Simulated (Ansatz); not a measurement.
**Si2H5Cl (SMILES [SiH3][SiH2]Cl): revPBE/cc-pVDZ**

What is the energy change on altering one bond length of Si2H5Cl at revPBE/cc-pVDZ? 

The calculation is run with Ansatz 0.2.0.

59 further runs of the same task are left out: 59 set aside as unsound or not needed.

### Step 1. The structure to begin with

The species is Si2H5Cl (8 atoms), meant as a singlet with charge 0. SMILES: `[SiH3][SiH2]Cl`. The shape is that of a PBE0-D4/def2-TZVP optimisation.

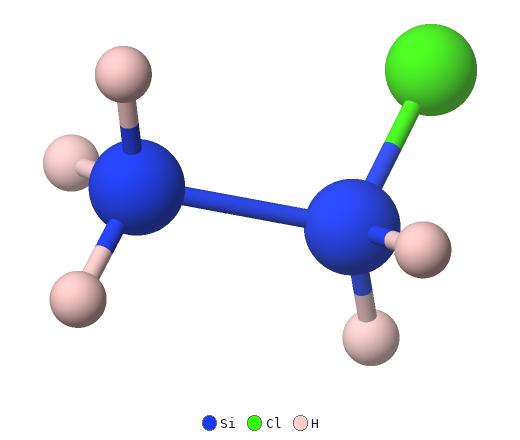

Viewed from a chosen angle; silicon blue, chlorine green, hydrogen pink.

### Step 2. A single-point energy at revPBE/cc-pVDZ

run.yaml reads:

```yaml
basis:
  gaussian: {orbitals: cc-pVDZ}
crystal:
  periodic: [false, false, false]
  atoms:
    - {symbol: Si, position_ang: [-0.706500, 0.881800, -0.390300]}
    - {symbol: Si, position_ang: [0.573400, -0.938800, 0.325900]}
    - {symbol: Cl, position_ang: [2.431600, -0.252900, 0.908000]}
    - {symbol: H, position_ang: [-2.053000, 0.410100, -0.813000]}
    - {symbol: H, position_ang: [-0.034300, 1.540700, -1.540000]}
    - {symbol: H, position_ang: [-0.854500, 1.855700, 0.722100]}
    - {symbol: H, position_ang: [-0.041800, -1.622800, 1.491400]}
    - {symbol: H, position_ang: [0.777200, -1.930900, -0.759900]}
hamiltonian: {xc: {name: revPBE}}
accuracy: high
output: {orbitals: {seedname: orbitals}}
```

Command:

```
$ ansatz run run.yaml --threads 1 --pin off --max-ram 3480MiB --events-out events.jsonl --progress --plain --runs-dir runs
```

The log of the run:

```text
Warning: RAYON_NUM_THREADS=1 ignored (pool sized by the plan → 1); use --threads N
Functional definition: revPBE
  name "revPBE"
  parameter kappa = 1.245
  parameter beta = 0.06672455060314922
  exchange = pbe_x(kappa = kappa, mu = beta*pi^2/3)
  correlation = pbe_c(beta = beta)
1853 factors; integrals over basis functions are off by at most 3.8e-9 eV
mean field evaluation 1: about -28353.7292 eV, gradient 1.5e1 eV
mean field evaluation 2: about -28354.4204 eV, gradient 7.8e0 eV
mean field evaluation 4: about -28354.6338 eV, gradient 5.4e-1 eV
mean field evaluation 8: about -28354.6270 eV, gradient 9.6e-3 eV
mean field evaluation 16: about -28354.6270 eV, gradient 1.3e-6 eV
mean field -28354.62701405 eV, -1042.0133233100 hartree, gradient 8.2e-8 eV, S^2 0.000000; 0 other end points of the search recorded, 0 dependent functions left out
reference -28354.62701849 eV, -1042.0133234730 hartree; 25, 25 occupied and 54, 54 virtual orbitals, 1853 factors
Total energy: -28354.62701849 eV, -1042.0133234730 hartree
```

It took 6.3 s on 1 thread of Arm Neoverse V1, shared host; peak memory 0.2 GiB.

### Step 3. The distorted shape at the same level

in.yaml reads:

```yaml
crystal:
  periodic: [false, false, false]
  atoms:
    - {symbol: Si, position_ang: [-0.614201, 0.984421, -0.565162]}
    - {symbol: Si, position_ang: [0.665699, -0.836179, 0.151038]}
    - {symbol: Cl, position_ang: [2.523899, -0.150279, 0.733138]}
    - {symbol: H, position_ang: [-1.960701, 0.512721, -0.987862]}
    - {symbol: H, position_ang: [0.057999, 1.643321, -1.714862]}
    - {symbol: H, position_ang: [-0.762201, 1.958321, 0.547238]}
    - {symbol: H, position_ang: [-0.041800, -1.622800, 1.491400]}
    - {symbol: H, position_ang: [0.869499, -1.828279, -0.934762]}
basis:
  gaussian:
    orbitals: cc-pVDZ
hamiltonian:
  xc: {name: revPBE}
accuracy: high
output: {orbitals: {seedname: orbitals}}
```

Command:

```
$ ansatz run in.yaml --threads 1 --pin off --max-ram 3480MiB --events-out events.jsonl --progress --plain --runs-dir runs
```

The log of the run:

```text
Warning: RAYON_NUM_THREADS=1 ignored (pool sized by the plan → 1); use --threads N
Functional definition: revPBE
  name "revPBE"
  parameter kappa = 1.245
  parameter beta = 0.06672455060314922
  exchange = pbe_x(kappa = kappa, mu = beta*pi^2/3)
  correlation = pbe_c(beta = beta)
1849 factors; integrals over basis functions are off by at most 3.9e-9 eV
mean field evaluation 1: about -28353.5488 eV, gradient 1.4e1 eV
mean field evaluation 2: about -28354.1613 eV, gradient 8.3e0 eV
mean field evaluation 4: about -28354.3972 eV, gradient 7.7e-1 eV
mean field evaluation 8: about -28354.3913 eV, gradient 1.6e-2 eV
mean field evaluation 16: about -28354.3913 eV, gradient 1.8e-6 eV
mean field -28354.39127019 eV, -1042.0046598827 hartree, gradient 6.1e-8 eV, S^2 0.000000; 0 other end points of the search recorded, 0 dependent functions left out
reference -28354.39127463 eV, -1042.0046600461 hartree; 25, 25 occupied and 54, 54 virtual orbitals, 1849 factors
Total energy: -28354.39127463 eV, -1042.0046600461 hartree
```

It took 6.3 s on 1 thread of Arm Neoverse V1, shared host; peak memory 0.2 GiB.

### Step 4. Summary of results

At revPBE/cc-pVDZ:

| quantity | value |
| --- | --- |
| first shape: total energy | -1042.01332 Eh |
| first shape: HOMO energy | -6.92 eV |
| first shape: LUMO energy | -1.10 eV |
| first shape: HOMO–LUMO gap | 5.81 eV |
| distorted shape: total energy | -1042.00466 Eh |
| distorted shape: HOMO energy | -6.93 eV |
| distorted shape: LUMO energy | -1.13 eV |
| distorted shape: HOMO–LUMO gap | 5.80 eV |
| energy change with the Si2–H7 bond stretched from 1.485 to 1.708 Å | 0.236 eV |

In words: With the Si2–H7 bond stretched from 1.485 to 1.708 Å the energy rises by 0.24 eV (5.4 kcal/mol). The first shape isn't relaxed at this level, so the change isn't measured from a minimum.
